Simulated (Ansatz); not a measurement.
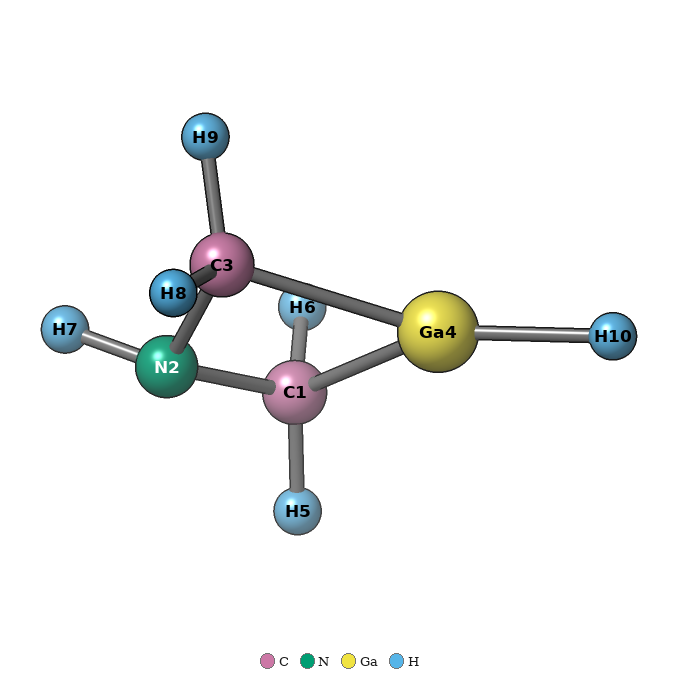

Depth is shown by fading: the farther an atom, the more it takes the colour of the background. Computed geometry: PBE-D4/def2-SVP optimisation. No frequency run is at hand to confirm it as a minimum.

How is the 4-membered ring C1–N2–C3–Ga4 puckered?

It is puckered (butterfly). The Cremer–Pople amplitude Q is 0.26 Å.

Give the torsion angles round the ring, beginning with the bond from its second to its third atom.

−21°, 15°, −15°, 21°.
